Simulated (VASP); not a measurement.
## Te2Mo: cell size against the level of theory

Which functional gives the lattice of Te2Mo as experiment finds it, and is a dearer one worth its cost? The levels: LDA, PBE, r2SCAN, PBE + D3(BJ), r2SCAN + rVV10, optB86b-vdW, vdW-DF-cx and revPBE + D3(BJ). The start is a cell from a database of measured crystal structures.

Program: VASP 6.6.1. Level of theory: LDA; plane waves and PAW (Te, Mo_sv), in the first sound run; inputs show where later runs differ. Results are calculated unless marked as measured.

**What experiment says.**

For MoTe2, 2H (bulk crystal, literature), “MBE growth of 2H-MoTe2 and 1T'-MoTe2 on 3D substrates” (2017, arxiv:1705.00651) quotes earlier work: lattice constant a 3.52085 Å [literature value quoted for comparison]; lattice constant c 13.9664 Å [literature value quoted for comparison].

## 1. The structure

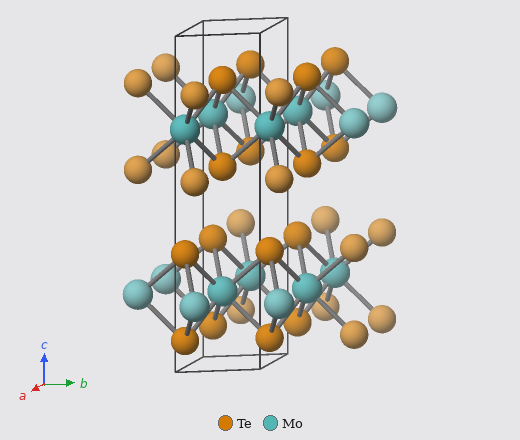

The starting structure, seen slightly off an axis (tellurium orange, molybdenum teal). 2×2×1 cells are drawn. Some periodic images of atoms are drawn too.

Structure file:

```xyz
6
Lattice="3.5182 0.0000 0.0000 -1.7591 3.0469 0.0000 0.0000 0.0000 13.9736" Properties=species:S:1:pos:R:3 pbc="T T T"
Te    0.0000    2.0312    8.6776
Te    1.7591    1.0156    1.6908
Te    0.0000    2.0312   12.2828
Te    1.7591    1.0156    5.2960
Mo    0.0000    2.0312    3.4934
Mo    1.7591    1.0156   10.4802
```

## 2. Relaxation with LDA

The start need not lie at this functional's minimum. ISIF = 3 frees volume, shape and positions, and EDIFFG sets the threshold on forces and stress at which the search stops. LDA, the lowest rung, knows the local density alone.

File INCAR:

```
SYSTEM = Te2Mo
PREC = Accurate
ENCUT = 520
EDIFF = 1E-06
NELM = 100
ISMEAR = -1
SIGMA = 0.05
LREAL = .FALSE.
ALGO = Normal
GGA = CA
NBANDS = 32
LASPH = .TRUE.
LORBIT = 11
LWAVE = .FALSE.
LCHARG = .FALSE.
KPAR = 4
IBRION = 2
NSW = 60
ISIF = 3
EDIFFG = -0.01
```

File POSCAR:

```
Te2Mo
1.0
    3.5182000000      0.0000000000      0.0000000000
   -1.7591000000      3.0468505756      0.0000000000
    0.0000000000      0.0000000000     13.9736000000
Te Mo
4 2
Direct
    0.3333333333      0.6666666667      0.6210000000
    0.6666666667      0.3333333333      0.1210000000
    0.3333333333      0.6666666667      0.8790000000
    0.6666666667      0.3333333333      0.3790000000
    0.3333333333      0.6666666667      0.2500000000
    0.6666666667      0.3333333333      0.7500000000
```

File KPOINTS:

```
Automatic mesh
0
Gamma
7 7 2
0 0 0
```

PAW data sets: Te and Mo_sv (PBE family, release 64).

Run with:

```console
mpirun -np 4 vasp_std
```

The program printed:

```text
[banner, memory and clock lines left out]
running    4 mpi-ranks, on    1 nodes
 distrk:  each k-point on    1 cores,    4 groups
 distr:  one band on    1 cores,    1 groups

 POSCAR found type information on POSCAR TeMo
 POSCAR found :  2 types and       6 ions
|                                                                             |
|               ----> ADVICE to this user running VASP <----                  |
|                                                                             |
|     You enforced a specific xc type in the INCAR file but a different       |
|     [... a line on the potential file left out ...]
|     I HOPE YOU KNOW WHAT YOU ARE DOING!                                     |
|                                                                             |

 LDA part: xc-table for (Slater(with rela. corr.)+CA(PZ))
 , standard interpolation
 POSCAR, INCAR and KPOINTS ok, starting setup
 FFT: planning ... GRIDC
 FFT: planning ... GRID_SOFT
 FFT: planning ... GRID
 WAVECAR not read
 entering main loop
       N       E                     dE             d eps       ncg     rms          rms(c)
DAV:   1     0.401859391497E+03    0.40186E+03   -0.27244E+04  1176   0.146E+03
DAV:   2    -0.193642533127E+02   -0.42122E+03   -0.41172E+03  1248   0.341E+02
DAV:   3    -0.423897719483E+02   -0.23026E+02   -0.22771E+02  1312   0.683E+01
DAV:   4    -0.429518366147E+02   -0.56206E+00   -0.56069E+00  1232   0.105E+01
DAV:   5    -0.429706012641E+02   -0.18765E-01   -0.18754E-01  1432   0.186E+00    0.233E+01
DAV:   6    -0.419712196056E+02    0.99938E+00   -0.10165E+01  1128   0.160E+01    0.894E+00
DAV:   7    -0.418207517968E+02    0.15047E+00   -0.87610E+00  1104   0.126E+01    0.662E+00
DAV:   8    -0.413552556611E+02    0.46550E+00   -0.16647E+00  1248   0.608E+00    0.314E+00
DAV:   9    -0.413503481550E+02    0.49075E-02   -0.26142E-01  1288   0.228E+00    0.118E+00
DAV:  10    -0.413429868349E+02    0.73613E-02   -0.45509E-02  1256   0.113E+00    0.310E-01
DAV:  11    -0.413430725679E+02   -0.85733E-04   -0.24604E-03  1320   0.246E-01    0.251E-01
DAV:  12    -0.413430186820E+02    0.53886E-04   -0.21695E-04  1224   0.797E-02    0.160E-01
DAV:  13    -0.413429805066E+02    0.38175E-04   -0.13606E-04  1304   0.596E-02    0.660E-02
DAV:  14    -0.413429800200E+02    0.48663E-06   -0.46830E-06  1128   0.996E-03
   1 F= -.41342980E+02 E0= -.41342965E+02  d E =-.413430E+02
 curvature:   0.00 expect dE= 0.000E+00 dE for cont linesearch  0.000E+00
 trial: gam= 0.00000 g(F)=  0.776E-02 g(S)=  0.134E+00 ort = 0.000E+00 (trialstep = 0.100E+01)
 search vector abs. value=  0.141E+00
 bond charge predicted
       N       E                     dE             d eps       ncg     rms          rms(c)
DAV:   1    -0.430871070216E+02   -0.17441E+01   -0.40628E+01  1040   0.474E+01    0.149E+01
DAV:   2    -0.418440612569E+02    0.12430E+01   -0.12616E+01  1096   0.207E+01    0.573E+00
DAV:   3    -0.413818926458E+02    0.46217E+00   -0.40344E+00  1136   0.826E+00    0.393E+00
DAV:   4    -0.413102446099E+02    0.71648E-01   -0.32315E-01  1072   0.301E+00    0.118E+00
DAV:   5    -0.412932959616E+02    0.16949E-01   -0.14579E-01  1144   0.207E+00    0.131E+00
DAV:   6    -0.412887278547E+02    0.45681E-02   -0.35044E-02  1208   0.772E-01    0.263E-01
DAV:   7    -0.412880412853E+02    0.68657E-03   -0.76083E-03  1168   0.475E-01    0.193E-01
DAV:   8    -0.412880552293E+02   -0.13944E-04   -0.29895E-04  1240   0.899E-02    0.116E-01
DAV:   9    -0.412880229748E+02    0.32254E-04   -0.16570E-04  1192   0.727E-02    0.472E-02
DAV:  10    -0.412880225369E+02    0.43794E-06   -0.10657E-05  1232   0.144E-02    0.426E-02
DAV:  11    -0.412880223061E+02    0.23077E-06   -0.42977E-07   672   0.381E-03
   2 F= -.41288022E+02 E0= -.41288002E+02  d E =0.549577E-01
[... from here on, the cycles between the ionic steps are left out ...]
   3 F= -.41369055E+02 E0= -.41369038E+02  d E =-.260747E-01
   4 F= -.41369059E+02 E0= -.41369043E+02  d E =-.260791E-01
   5 F= -.41373355E+02 E0= -.41373342E+02  d E =-.429626E-02
   6 F= -.41373571E+02 E0= -.41373558E+02  d E =-.451147E-02
   7 F= -.41374091E+02 E0= -.41374077E+02  d E =-.520370E-03
   8 F= -.41375274E+02 E0= -.41375257E+02  d E =-.170330E-02
   9 F= -.41375829E+02 E0= -.41375804E+02  d E =-.225813E-02
  10 F= -.41375926E+02 E0= -.41375903E+02  d E =-.235498E-02
 curvature:  -3.98 expect dE=-0.503E-02 dE for cont linesearch -0.512E-06
 trial: gam= 2.18609 g(F)=  0.124E-03 g(S)=  0.114E-02 ort =-0.900E-05 (trialstep = 0.337E+00)
 search vector abs. value=  0.423E-02
 bond charge predicted
       N       E                     dE             d eps       ncg     rms          rms(c)
DAV:   1    -0.413802892441E+02   -0.43628E-02   -0.93644E-02  1024   0.216E+00    0.550E-01
DAV:   2    -0.413782453289E+02    0.20439E-02   -0.44663E-02  1152   0.109E+00    0.380E-01
DAV:   3    -0.413762837023E+02    0.19616E-02   -0.10496E-02  1128   0.410E-01    0.121E-01
DAV:   4    -0.413762235310E+02    0.60171E-04   -0.64486E-04  1064   0.116E-01    0.491E-02
DAV:   5    -0.413761775572E+02    0.45974E-04   -0.20089E-04  1160   0.793E-02    0.557E-02
DAV:   6    -0.413761716535E+02    0.59037E-05   -0.41249E-05  1264   0.292E-02    0.922E-03
DAV:   7    -0.413761717075E+02   -0.53955E-07   -0.15505E-06   688   0.582E-03
  11 F= -.41376172E+02 E0= -.41376148E+02  d E =-.246151E-03
 trial-energy change:   -0.000246  1 .order   -0.000244   -0.000419   -0.000069
 step:   0.4029(harm=  0.4029)  dis= 0.00156  next Energy=   -41.376176 (dE=-0.251E-03)
 reached required accuracy - stopping structural energy minimisation
```

Elapsed: 3.5 min, on 4 MPI ranks of Intel Xeon Platinum 8259CL at 2.50GHz (Skylake/Cascade Lake), shared host; peak memory 1.1 GiB.

Lines that name or quote the potential files are left out of all logs, and their timing lines are given in words.

OUTCAR, selected parts (step 2):

```text
ion  position               nearest neighbor table
   1  0.333  0.667  0.621-   6 2.72   6 2.72   6 2.72   3 3.61
   2  0.667  0.333  0.121-   5 2.72   5 2.72   5 2.72   4 3.61
   3  0.333  0.667  0.879-   6 2.72   6 2.72   6 2.72   1 3.61
   4  0.667  0.333  0.379-   5 2.72   5 2.72   5 2.72   2 3.61
   5  0.333  0.667  0.250-   2 2.72   4 2.72   2 2.72   4 2.72   2 2.72   4 2.72
   6  0.667  0.333  0.750-   1 2.72   3 2.72   1 2.72   3 2.72   1 2.72   3 2.72

  LATTYP: Found a hexagonal cell.
 ALAT       =     3.5182000000
 C/A-ratio  =     3.9718037633

 Subroutine GETGRP returns: Found 24 space group operations
 (whereof 12 operations were pure point group operations)

The static configuration has the point symmetry D_3d.
 The point group associated with its full space group is D_6h.

 Found     16 irreducible k-points:

   k-points           NKPTS =     16   k-points in BZ     NKDIM =     16   number of bands    NBANDS=     32

   dimension x,y,z NGX =    28 NGY =   28 NGZ =  108
   dimension x,y,z NGXF=    56 NGYF=   56 NGZF=  216

   ENCUT  =  520.0 eV  38.22 Ry    6.18 a.u.   6.54  6.54 25.98*2*pi/ulx,y,z

   NELECT =      52.0000    total number of electrons

 k-points in reciprocal lattice and weights: Automatic mesh
   0.00000000  0.00000000  0.00000000       0.010
   0.14285714 -0.00000000  0.00000000       0.061
   0.28571429  0.00000000  0.00000000       0.061
   0.42857143  0.00000000  0.00000000       0.061
   0.14285714  0.14285714  0.00000000       0.061
   0.28571429  0.14285714  0.00000000       0.122
   0.42857143  0.14285714  0.00000000       0.061
   0.28571429  0.28571429  0.00000000       0.061
   0.00000000  0.00000000  0.50000000       0.010
[...]
0.42857143  0.14285714  0.50000000       0.061
   0.28571429  0.28571429  0.50000000       0.061

 average (electrostatic) potential at core
       1 -85.5151       2 -85.5151       3 -85.5151       4 -85.5151       5 -72.7264
       6 -72.7264

 E-fermi :   8.7148

 k-point     1 :       0.0000    0.0000    0.0000
  band No.  band energies     occupation
    ...
     22       7.2985      2.00000
     23       7.3387      2.00000
     24       7.3387      2.00000
     25       8.1212      1.99999
     26       8.3700      1.99798
     27      11.3566      0.00000
     28      11.3566      0.00000
     29      11.5116      0.00000
     30      11.5116      0.00000
     31      11.5855      0.00000
    ...

 k-point     2 :       0.1429   -0.0000    0.0000
  band No.  band energies     occupation
    ...
     22       6.9910      2.00000
     23       7.2055      2.00000
     24       7.2443      2.00000
     25       8.0313      2.00000
     26       8.2686      1.99973
     27      10.4770      0.00000
     28      10.6399      0.00000
     29      10.6604      0.00000
     30      10.7391      0.00000
     31      10.9619      0.00000
    ...

 k-point     3 :       0.2857    0.0000    0.0000
  band No.  band energies     occupation
    ...
     22       7.0734      2.00000
     23       7.2763      2.00000
     24       7.2849      2.00000
     25       7.3042      2.00000
     26       7.4035      2.00000
     27       9.4417      0.00000
     28      10.0745      0.00000
     29      10.1106      0.00000
     30      10.4036      0.00000
     31      10.4138      0.00000
    ...

  Total       -0.0528331     -0.0528331     -0.0129490      0.0000000      0.0000000     -0.0000000
  in kB       -0.5857472     -0.5857472     -0.1435626      0.0000000      0.0000000     -0.0000000
  external PRESSURE =      -0.4383523 kB  Pullay stress =       0.0000000 kB

  energy-cutoff  :      520.00
  volume of cell :      144.51
      direct lattice vectors                 reciprocal lattice vectors
     3.479476167  0.000000000 -0.000000000     0.287399583  0.165930227  0.000000000
    -1.739738084  3.013314753  0.000000000    -0.000000000  0.331860453  0.000000000
     0.000000000 -0.000000000 13.783150401     0.000000000 -0.000000000  0.072552353

 POSITION                                       TOTAL-FORCE (eV/Angst)
 -----------------------------------------------------------------------------------
     -0.00000      2.00888      8.53696        -0.000000      0.000000     -0.000816
      1.73974      1.00444      1.64539        -0.000000     -0.000000     -0.000816
     -0.00000      2.00888     12.13776         0.000000      0.000000      0.000816
      1.73974      1.00444      5.24619        -0.000000     -0.000000      0.000816
     -0.00000      2.00888      3.44579        -0.000000      0.000000      0.000000
      1.73974      1.00444     10.33736         0.000000     -0.000000      0.000000
 -----------------------------------------------------------------------------------
    total drift:                               -0.000000      0.000000     -0.000000

  FREE ENERGIE OF THE ION-ELECTRON SYSTEM (eV)
  ---------------------------------------------------
  free  energy   TOTEN  =       -41.3761717075 eV

  energy  without entropy=      -41.3761243217  energy(sigma->0) =      -41.37614801

 reached required accuracy - stopping structural energy minimisation

 total charge
# of ion       s       p       d       tot
------------------------------------------
    1        1.394   1.984   0.068   3.446
    2        1.394   1.984   0.068   3.446
    3        1.394   1.984   0.068   3.446
    4        1.394   1.984   0.068   3.446
    5        2.263   6.151   4.045  12.459
    6        2.263   6.151   4.045  12.459
--------------------------------------------------
tot         10.101  20.240   8.362  38.704

[... 3 further parts left out ...]
```

This run has no spin polarisation, although Mo can carry a moment. The gap is read on the k-mesh alone, so it is an upper bound where the band edges lie off the mesh. The bonds form layers, held to each other by dispersion, which LDA lacks; its overbinding stands in for it by accident. The PAW data sets were made with PBE, though LDA sets exist; this is a small mismatch. The run keeps the 24 symmetry operations of its start, so it cannot find a distortion of lower symmetry.

The steps of the relaxation:

```
step  energy less that of the first step (eV)  largest force (eV/Å)  pressure (GPa)  volume (Å³)
   1                                   0.0000                0.2005           -2.51       149.79
   2                                   0.0550                0.7876            4.59       141.45
   3                                  -0.0261                0.1340           -0.12       146.70
   4                                  -0.0261                0.1411           -0.07       146.64
   5                                  -0.0304                0.0617           -0.03       145.99
   6                                  -0.0306                0.0400           -0.02       145.81
   7                                  -0.0311                0.0319           -0.06       145.69
   8                                  -0.0323                0.0084           -0.13       145.35
   9                                  -0.0328                0.0391           -0.29       144.66
  10                                  -0.0329                0.0254           -0.24       144.86
  11                                  -0.0332                0.0008           -0.04       144.51
```

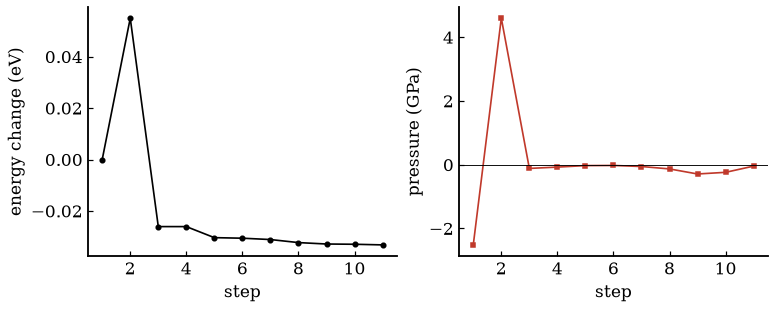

Energy and pressure along the relaxation.

```
conventional cell, symmetrised  before   after  change
                         a (Å)   3.518   3.479  -1.1 %
                         b (Å)   3.518   3.479  -1.1 %
                         c (Å)  13.974  13.783  -1.4 %
              volume (Å³/atom)   24.96   24.09  -3.5 %
```

The atoms that moved most (Å, as changes of fractional coordinates times the final cell):

```
atom     dx     dy      dz  length
 Te1  0.000  0.000  -0.022   0.022
 Te3  0.000  0.000   0.022   0.022
 Te4  0.000  0.000   0.022   0.022
 Te2  0.000  0.000  -0.022   0.022
```

The relaxed structure:

```xyz
6
Lattice="3.4795 0.0000 0.0000 -1.7397 3.0133 0.0000 0.0000 0.0000 13.7832" Properties=species:S:1:pos:R:3 pbc="T T T"
Te    0.0000    2.0089    8.5370
Te    1.7397    1.0044    1.6454
Te    0.0000    2.0089   12.1378
Te    1.7397    1.0044    5.2462
Mo    0.0000    2.0089    3.4458
Mo    1.7397    1.0044   10.3374
```

This step gave:

* electrons: 52
* bands: 32
* irreducible k-points: 16
* symmetry operations: 24
* free energy (TOTEN): -41.38 eV
* Fermi energy: 8.715 eV
* pressure: -0.04384 GPa
* metallic: no
* valence top at k: 0, 0, 0
* conduction bottom at k: 0.2857, 0.1429, 0
* least direct gap at k: 0.2857, 0.2857, 0
* SCF cycles over all ionic steps: 90
* gap on the k-mesh: 0.7695 eV
* least direct gap on the k-mesh: 1.274 eV

It ends with a largest force of 0.001 eV/Å and a pressure of -0.04 GPa. The volume lies -3.5 % from that of the database's start, which holds the thermal and zero-point expansion of its experiment. LDA is known to overbind. The conventional cell has a = 3.479 and c = 13.783 Å.

(Continued in part 2 of 4.)

[Lines on the potential files, build, host, timing and source positions are cut from VASP's logs without a mark.]

[Logs are printed without paths, hosts, clocks, repeated set-up lines and the standing remarks that a program may print on its own settings, such as how far it seeks lower states.]

[Hosts, paths, dates, database ids (printed as entryN), source tags and the programs' standing remarks are cut or masked in the printed files.]

[A measured line is paired with the nearest computed mode of its activity, which favours agreement.]
